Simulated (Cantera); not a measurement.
Charge: 1 mol CaO, 1.9 mol HCl, 3.7 mol O₂, at 75.0 Torr.

These are equilibrium values from Cantera (NASA tables, ideal gas, pure condensed phases), not measurements of a reactor. Candidate condensed phases: Ca, CaCl₂, CaO, Ca(OH)₂, H₂O; 21 gas species. Mutual solubility and eutectic melting of coexisting phases are not modelled. Condensed phases not in the tables: oxide chlorides. Equilibrium is a limit: real reactors are often held back by kinetics, nucleation or transport.

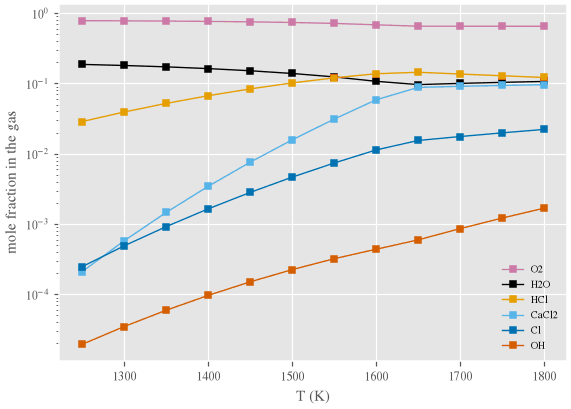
Fig. 1. Equilibrium gas composition (values under 1e-9 drawn at 1e-9)

From 1250 K to 1600 K the condensed part is CaCl₂(l) + CaO(s). From 1650 K to 1800 K the condensed part is CaO(s). The main Ca-bearing gas is CaCl₂ throughout. The share of Ca in condensed phases is highest at 1250 K (99.9 %) and lowest at 1800 K (45.9 %).
